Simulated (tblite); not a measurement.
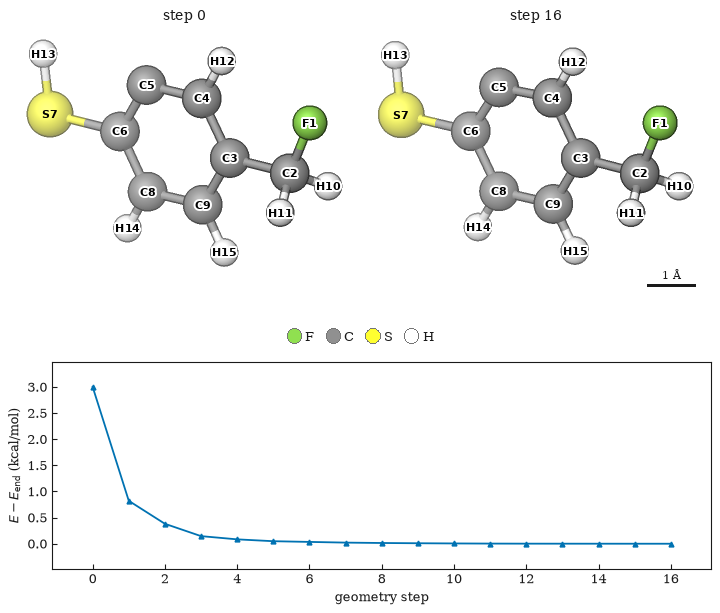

First and last geometry of a relaxation of C$_{7}$H$_{6}$FS (multiplicity 2), with the history of the run. The picture is a ball-and-stick view, seen at a tilt.

These are results of GFN2-xTB geometry optimisation, gas phase in tblite 0.8.0, not measurements. 

Read the history and describe the run.

It converged. The energy falls by 3.00 kcal/mol in 16 geometry steps. The largest move after the best rigid fit is that of C5, 0.059 Å. Largest moves by element: C 0.059 Å, H 0.042 Å, F 0.019 Å, S 0.016 Å. Near-neighbour distances that change, for instance: C4–C5 1.396 → 1.358 Å, C5–C6 1.393 → 1.365 Å, C8–C9 1.401 → 1.380 Å, C4–H12 1.099 → 1.079 Å. Bond angles that change, for instance: C4–C5–C6 119.8° → 125.1°, C5–C4–H12 118.4° → 122.2°, C5–C6–S7 119.8° → 123.0°. The run took 0.09 s on 1 thread of Arm Neoverse V2, on a shared host.
